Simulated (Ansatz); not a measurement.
# SiH₂ (triplet): correlated methods under varied settings at distance H1–H2 along a hydrogen transfer = 0.975 Å

What do other methods and options give for SiH₂ (triplet) at this geometry, and how long do they take?

Computed with Ansatz 0.2.0, Gaussian basis. Level: the settings change from run to run.

8 further runs of the same task are left out: 7 that didn't finish, 1 set aside as unsound or not needed.

## Step 1: The system

The geometry derives from fragments relaxed apart (PBE0/def2-TZVP) and kept rigid, so it is no stationary point. A hydrogen atom is moved between rigid fragments.

3 atoms, charge 0, spin multiplicity 3.

Atoms are counted from 1 here; the program's logs count them from 0.

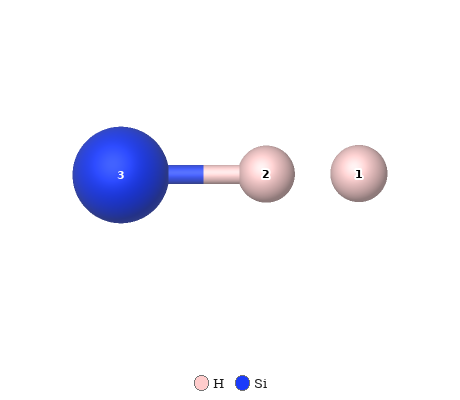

The structure; hydrogen pink, silicon blue; atoms are numbered from 1 in the order of the file.

## Step 2: CASSCF(4,8)/6-31G

in.yaml

```yaml
crystal:
  periodic: [false, false, false]
  atoms:
    - {symbol: H, position_ang: [0.000000, 0.000000, -1.160667]}
    - {symbol: H, position_ang: [0.000000, 0.000000, -0.185667]}
    - {symbol: Si, position_ang: [0.000000, 0.000000, 1.346333]}
basis:
  gaussian: {orbitals: 6-31G, fitting: {mean_field: def2-universal-jkfit}}
magnetization: {spin_polarized: false, initial_magnetization: 2}
hamiltonian: {pseudopotentials: {relativity: scalar}}
correlation: {active_space: {window: {electrons: 4, orbitals: 8}}}
```

Run with:

```console
$ ansatz run in.yaml --threads 1 --pin off --events-out ev --progress --plain --max-ram 2393MiB
```

The program printed:

```text
Functional definition: HF
  name "HF"
  cite "Fock, Z. Phys. 61, 126 (1930) doi:10.1007/BF01340294"
  parent pbe
  exchange = exact_x
  correlation = 0
164 factors; integrals over basis functions are off by at most 6.4e-2 eV
mean field evaluation 1: about -7902.5442 eV, gradient 8.1e0 eV
mean field evaluation 2: about -7903.0019 eV, gradient 1.5e0 eV
mean field evaluation 4: about -7903.0256 eV, gradient 4.0e-2 eV
mean field evaluation 8: about -7902.5994 eV, gradient 1.1e-2 eV
mean field evaluation 16: about -7902.5951 eV, gradient 6.0e-1 eV
mean field -7903.02559637 eV, -290.4308338034 hartree, gradient 8.3e-6 eV, S^2 2.000000; 6 other end points of the search recorded, 0 dependent functions left out
reference -7903.02559637 eV, -290.4308338034 hartree; 9, 7 occupied and 8, 10 virtual orbitals, 164 factors
state -7903.92540791 eV, -290.4639012675 hartree
Total energy: -7903.92540791 eV, -290.4639012675 hartree
Relativity: scalar
```

Wall time 0.87 s (1 thread of Arm Neoverse V2, shared host).

From the report: 784 determinants; active occupations 1.94, 1.00, 1.00, 0.05, 0.00, 0.00, 0.00, 0.00.

## Step 3: CCSD on ROHF/cc-pVTZ-DK

in.yaml

```yaml
crystal:
  periodic: [false, false, false]
  atoms:
    - {symbol: H, position_ang: [0.000000, 0.000000, -1.160667]}
    - {symbol: H, position_ang: [0.000000, 0.000000, -0.185667]}
    - {symbol: Si, position_ang: [0.000000, 0.000000, 1.346333]}
basis:
  gaussian: {orbitals: cc-pVTZ-DK}
magnetization: {spin_polarized: false, initial_magnetization: 2}
correlation: {method: ccsd, electrons: outside_noble_gas}
```

Same command.

The program printed, shortened:

```text
Functional definition: HF
  name "HF"
  cite "Fock, Z. Phys. 61, 126 (1930) doi:10.1007/BF01340294"
  parent pbe
[...]
355 factors; integrals over basis functions are off by at most 1.3e-3 eV
[...]
mean field -7905.55432397 eV, -290.5237628286 hartree, gradient 2.5e-6 eV, S^2 2.000000; 6 other end points of the search recorded, 0 dependent functions left out
[...]
determinant -7905.55432397 eV, -290.5237628286 hartree, with singles and doubles -7909.33637147 eV, -290.6627505108 hartree
determinant -7905.24095118 eV, -290.5122465911 hartree, with singles and doubles -7908.94404573 eV, -290.6483328056 hartree
determinant -7905.55432397 eV, -290.5237628286 hartree, with singles and doubles -7909.24373129 eV, -290.6593460469 hartree
determinant -7905.24095118 eV, -290.5122465911 hartree, with singles and doubles -7908.85466799 eV, -290.6450482344 hartree
5 core orbitals not correlated: weight in the atoms' cores, before any rotation towards them, 1.000 or more for the frozen orbitals, at most 0.000 for the correlated occupied ones
reference -7905.55432397 eV, -290.5237628286 hartree; 4, 2 occupied and 53, 55 virtual orbitals, 355 factors
second order -2.89452973 eV of doubles, -0.08244995 eV of singles
cycle   1  -3.68940644 eV  change    8.9e-7 eV  update   2.7e-6
Total energy: -7909.24373040 eV, -290.6593460143 hartree
Relativity: scalar
```

It took 2.4 s on 1 thread of Arm Neoverse V2, shared host.

From the report: correlation -3.6894 eV; T1 0.028; largest double amplitude 0.12.

## Step 4: CCSDT(Q) on ROHF/cc-pVDZ

in.yaml, as its differences from that of step 3:

```diff
@@ -7,4 +7,4 @@
 basis:
-  gaussian: {orbitals: cc-pVTZ-DK}
+  gaussian: {orbitals: cc-pVDZ}
 magnetization: {spin_polarized: false, initial_magnetization: 2}
-correlation: {method: ccsd, electrons: outside_noble_gas}
+correlation: {method: ccsdt_q, electrons: valence}
```

The command is unchanged.

The program printed, shortened:

```text
Functional definition: HF
  name "HF"
  cite "Fock, Z. Phys. 61, 126 (1930) doi:10.1007/BF01340294"
  parent pbe
[...]
485 factors; integrals over basis functions are off by at most 1.9e-7 eV
[...]
mean field -7888.89964224 eV, -289.9117145642 hartree, gradient 3.4e-7 eV, S^2 2.000000; 6 other end points of the search recorded, 0 dependent functions left out
[...]
determinant -7888.89964224 eV, -289.9117145642 hartree, with singles and doubles -7892.12437768 eV, -290.0302214058 hartree
determinant -7888.56885674 eV, -289.8995584212 hartree, with singles and doubles -7891.70760444 eV, -290.0149052715 hartree
determinant -7888.89964224 eV, -289.9117145642 hartree, with singles and doubles -7892.12367895 eV, -290.0301957278 hartree
determinant -7888.56885674 eV, -289.8995584212 hartree, with singles and doubles -7891.70746581 eV, -290.0149001772 hartree
5 core orbitals not correlated: weight in the atoms' cores, before any rotation towards them, 1.000 or more for the frozen orbitals, at most 0.000 for the correlated occupied ones
reference -7888.89964224 eV, -289.9117145642 hartree; 4, 2 occupied and 19, 21 virtual orbitals, 485 factors
second order -2.36239035 eV of doubles, -0.07996213 eV of singles
cycle   1  -2.97609214 eV  change   -5.3e-1 eV  update   7.1e-2
[...]
cycle  17  -3.32285517 eV  change   -4.4e-7 eV  update   4.9e-7
perturbative correction -0.00291606 eV, -0.0001071632 hartree
Total energy: -7892.22541348 eV, -290.0339344027 hartree
```

Wall time 2.9 s (1 thread of Arm Neoverse V2, shared host).

From the report: correlation -3.3258 eV; T1 0.030; largest double amplitude 0.15.

## Step 5: CCSD on ROHF/6-31G

in.yaml, as its differences from that of step 4:

```diff
@@ -7,4 +7,5 @@
 basis:
-  gaussian: {orbitals: cc-pVDZ}
+  gaussian: {orbitals: 6-31G, point_charges: [{charge: -0.50, position_ang: [2.972, 0.218, -0.573]}]}
 magnetization: {spin_polarized: false, initial_magnetization: 2}
-correlation: {method: ccsdt_q, electrons: valence}
+correlation: {method: ccsd, electrons: outside_noble_gas}
+scf: {omitted_lower_state_checks: [cluster_reference]}
```

Same command.

The program printed, shortened:

```text
Functional definition: HF
  name "HF"
  cite "Fock, Z. Phys. 61, 126 (1930) doi:10.1007/BF01340294"
  parent pbe
[...]
204 factors; integrals over basis functions are off by at most 6.5e-4 eV
[...]
mean field -7888.27669402 eV, -289.8888216392 hartree, gradient 4.7e-6 eV, S^2 2.000000; 9 other end points of the search recorded, 0 dependent functions left out
5 core orbitals not correlated: weight in the atoms' cores, before any rotation towards them, 1.000 or more for the frozen orbitals, at most 0.000 for the correlated occupied ones
reference -7888.27669402 eV, -289.8888216392 hartree; 4, 2 occupied and 8, 10 virtual orbitals, 204 factors
second order -1.09629641 eV of doubles, -0.04295346 eV of singles
cycle   1  -1.46979640 eV  change   -3.3e-1 eV  update   6.2e-2
[...]
cycle  16  -1.71021249 eV  change    1.9e-6 eV  update   2.9e-6
Total energy: -7889.98690651 eV, -289.9516707890 hartree
Checks for a lower state left out: cluster_reference
```

Wall time 0.21 s (1 thread of Arm Neoverse V2, shared host).

From the report: correlation -1.7102 eV; T1 0.030; largest double amplitude 0.16.

## Step 6: CASCI(2,7)/cc-pVDZ

in.yaml

```yaml
crystal:
  periodic: [false, false, false]
  atoms:
    - {symbol: H, position_ang: [0.000000, 0.000000, -1.160667]}
    - {symbol: H, position_ang: [0.000000, 0.000000, -0.185667]}
    - {symbol: Si, position_ang: [0.000000, 0.000000, 1.346333]}
basis:
  gaussian: {orbitals: cc-pVDZ}
magnetization: {spin_polarized: false, initial_magnetization: 2}
correlation: {active_space: {window: {electrons: 2, orbitals: 7}, fixed_orbitals: true, states: [{multiplicity: 3, weights: [1, 0.5, 0.5, 1]}], root: 1}}
output: {forces: true}
```

Launched as before.

The program printed, shortened:

```text
Functional definition: HF
  name "HF"
  cite "Fock, Z. Phys. 61, 126 (1930) doi:10.1007/BF01340294"
  parent pbe
[...]
485 factors; integrals over basis functions are off by at most 1.9e-7 eV
[...]
mean field -7888.89964224 eV, -289.9117145642 hartree, gradient 3.4e-7 eV, S^2 2.000000; 6 other end points of the search recorded, 0 dependent functions left out
reference -7888.89964224 eV, -289.9117145642 hartree; 9, 7 occupied and 19, 21 virtual orbitals, 485 factors
state -7888.93478676 eV, -289.9130061012 hartree
state -7888.04051658 eV, -289.8801422785 hartree
state -7888.04051658 eV, -289.8801422785 hartree
state -7881.96292223 eV, -289.6567948058 hartree
[...]
Total energy: -7888.04051658 eV, -289.8801422785 hartree
Atom 0 at     0.000000     0.000000    -1.160667 Å, force    -0.000000     0.000000     0.847808 eV/Å
Atom 1 at     0.000000     0.000000    -0.185667 Å, force     0.000000     0.000000    -4.923273 eV/Å
Atom 2 at     0.000000     0.000000     1.346333 Å, force    -0.000000    -0.000000     4.075465 eV/Å
Dipole moment:    -0.000000     0.000000     0.116145 e Å
```

It took 0.33 s on 1 thread of Arm Neoverse V2, shared host.

From the report: 8 determinants; active occupations (of the averaged states) 0.83, 0.50, 0.33, 0.33, 0.00, 0.00, 0.00.

## Step 7: BCCD on ROHF/cc-pVTZ

in.yaml

```yaml
crystal:
  periodic: [false, false, false]
  atoms:
    - {symbol: H, position_ang: [0.000000, 0.000000, -1.160667]}
    - {symbol: H, position_ang: [0.000000, 0.000000, -0.185667]}
    - {symbol: Si, position_ang: [0.000000, 0.000000, 1.346333]}
basis:
  gaussian: {orbitals: cc-pVTZ}
magnetization: {spin_polarized: false, initial_magnetization: 2}
correlation: {method: bccd, electrons: outside_noble_gas}
```

Launched as before.

The program printed, shortened:

```text
Functional definition: HF
  name "HF"
  cite "Fock, Z. Phys. 61, 126 (1930) doi:10.1007/BF01340294"
  parent pbe
[...]
355 factors; integrals over basis functions are off by at most 1.3e-3 eV
[...]
mean field -7889.15245204 eV, -289.9210051529 hartree, gradient 2.5e-6 eV, S^2 2.000000; 6 other end points of the search recorded, 0 dependent functions left out
[...]
determinant -7889.15245204 eV, -289.9210051529 hartree, with singles and doubles -7892.93755541 eV, -290.0601051361 hartree
determinant -7888.84013502 eV, -289.9095277140 hartree, with singles and doubles -7892.54433399 eV, -290.0456545156 hartree
determinant -7889.15245204 eV, -289.9210051529 hartree, with singles and doubles -7892.84478513 eV, -290.0566958913 hartree
determinant -7888.84013502 eV, -289.9095277140 hartree, with singles and doubles -7892.45493228 eV, -290.0423690633 hartree
5 core orbitals not correlated: weight in the atoms' cores, before any rotation towards them, 1.000 or more for the frozen orbitals, at most 0.000 for the correlated occupied ones
reference -7889.15245204 eV, -289.9210051529 hartree; 4, 2 occupied and 53, 55 virtual orbitals, 355 factors
second order -2.89554495 eV of doubles, -0.08274937 eV of singles
cycle   1  -3.69591558 eV  change   -3.6e-3 eV  update   5.3e-3
[...]
cycle  10  -3.69232711 eV  change    1.8e-6 eV  update   6.8e-6
Total energy: -7892.84477915 eV, -290.0566956713 hartree
```

Wall time 2.8 s (1 thread of Arm Neoverse V2, shared host).

From the report: correlation -3.6923 eV; largest double amplitude 0.12.

## Step 8: CCSDT(Q)/6-31G*

in.yaml

```yaml
crystal:
  periodic: [false, false, false]
  atoms:
    - {symbol: H, position_ang: [0.000000, 0.000000, -1.160667]}
    - {symbol: H, position_ang: [0.000000, 0.000000, -0.185667]}
    - {symbol: Si, position_ang: [0.000000, 0.000000, 1.346333]}
basis:
  gaussian: {orbitals: "6-31G*"}
magnetization: {spin_polarized: true, initial_magnetization: 2}
hamiltonian: {xc: {name: PBE0}}
correlation: {method: ccsdt_q, electrons: all}
```

The command is unchanged.

The program printed, shortened:

```text
Functional definition: PBE0
  name "PBE0"
  cite "Adamo & Barone, J. Chem. Phys. 110, 6158 (1999) doi:10.1063/1.478522"
  cite "Perdew, Burke & Ernzerhof, Phys. Rev. Lett. 77, 3865 (1996) doi:10.1103/PhysRevLett.77.3865"
  parent pbe
[...]
361 factors; integrals over basis functions are off by at most 8.7e-8 eV
[...]
mean field -7900.99862274 eV, -290.3563438963 hartree, gradient 6.4e-6 eV, S^2 2.015466; 5 other end points of the search recorded, 0 dependent functions left out
reference -7888.29818751 eV, -289.8896115104 hartree; 9, 7 occupied and 14, 16 virtual orbitals, 361 factors
second order -2.24125122 eV of doubles, -0.11805708 eV of singles
cycle   1  -2.75183266 eV  change   -3.9e-1 eV  update   6.2e-2
[...]
cycle  15  -3.05007928 eV  change   -2.3e-7 eV  update   1.0e-6
perturbative correction -0.00185204 eV, -0.0000680614 hartree
Total energy: -7891.35011884 eV, -290.0017679180 hartree
```

Wall time 9 s (1 thread of Arm Neoverse V2, shared host); peak memory 0.27 GiB.

From the report: ⟨S²⟩ of the determinant 2.015 (pure triplet: 2.00); correlation -3.0519 eV; T1 0.006; largest double amplitude 0.16. The orbitals are Kohn-Sham ones, so correlation energy and T1 don't compare with those on Hartree-Fock orbitals.

## Step 9: CISD/aug-cc-pVDZ

in.yaml

```yaml
crystal:
  periodic: [false, false, false]
  atoms:
    - {symbol: H, position_ang: [0.000000, 0.000000, -1.160667]}
    - {symbol: H, position_ang: [0.000000, 0.000000, -0.185667]}
    - {symbol: Si, position_ang: [0.000000, 0.000000, 1.346333]}
basis:
  gaussian: {orbitals: aug-cc-pVDZ}
magnetization: {spin_polarized: false, initial_magnetization: 2}
correlation: {active_space: {ras: {orbitals: [7, 2, 36], electrons: 16, max_holes: 2, max_particles: 2}, fixed_orbitals: true}}
```

Launched as before.

The program printed:

```text
Functional definition: HF
  name "HF"
  cite "Fock, Z. Phys. 61, 126 (1930) doi:10.1007/BF01340294"
  parent pbe
  exchange = exact_x
  correlation = 0
448 factors; integrals over basis functions are off by at most 9.9e-4 eV
mean field evaluation 1: about -7888.4182 eV, gradient 7.1e0 eV
mean field evaluation 2: about -7888.4185 eV, gradient 7.1e0 eV
mean field evaluation 4: about -7888.9406 eV, gradient 5.6e-1 eV
mean field evaluation 8: about -7888.9439 eV, gradient 1.0e-4 eV
mean field evaluation 16: about -7888.6172 eV, gradient 5.3e-4 eV
mean field -7888.94386650 eV, -289.9133397755 hartree, gradient 2.8e-6 eV, S^2 2.000000; 6 other end points of the search recorded, 0 dependent functions left out
reference -7888.94386650 eV, -289.9133397755 hartree; 9, 7 occupied and 36, 38 virtual orbitals, 448 factors
state -7892.35847040 eV, -290.0388241543 hartree
Total energy: -7892.35847040 eV, -290.0388241543 hartree
```

It took 11 s on 1 thread of Arm Neoverse V2, shared host.

From the report: 141,072 determinants.

## Step 10: All runs side by side

Where basis and cores are those of an earlier FCI/cc-pVDZ run (-7892.2260 eV), and the state is the same kind, the miss against it is given.

| level | correlated | functions | energy (eV) | from FCI (meV) | time |
| --- | --- | --- | --- | --- | --- |
| CASSCF(4,8)/6-31G (relativity set) |  | 17 | -7903.9254 |  | 0.87 s |
| CCSD on ROHF/cc-pVTZ-DK | outside noble gas | 62 | -7909.2437 |  | 2.4 s |
| CCSDT(Q) on ROHF/cc-pVDZ | valence | 28 | -7892.2254 | 0.6 | 2.9 s |
| CCSD on ROHF/6-31G (beside a point charge) | outside noble gas | 17 | -7889.9869 |  | 0.21 s |
| CASCI(2,7)/cc-pVDZ (excited root 1 of an average) |  | 28 | -7888.0405 |  | 0.33 s |
| BCCD on ROHF/cc-pVTZ | outside noble gas | 62 | -7892.8448 |  | 2.8 s |
| CCSDT(Q)/6-31G* (on PBE0 orbitals) | all | 23 | -7891.3501 |  | 9 s |
| CISD/aug-cc-pVDZ | all | 45 | -7892.3585 |  | 11 s |

## Step 11: What came out

```
quantity                                               value
    runs                                                   8
quickest  CCSD on ROHF/6-31G (beside a point charge), 0.21 s
 slowest                              CISD/aug-cc-pVDZ, 11 s
```

What this shows: Total energies in different bases, with other cores or another treatment of relativity can't be set against each other. CISD/aug-cc-pVDZ took 53 times as long as CCSD on ROHF/6-31G (beside a point charge); the jobs differ in more than the method.
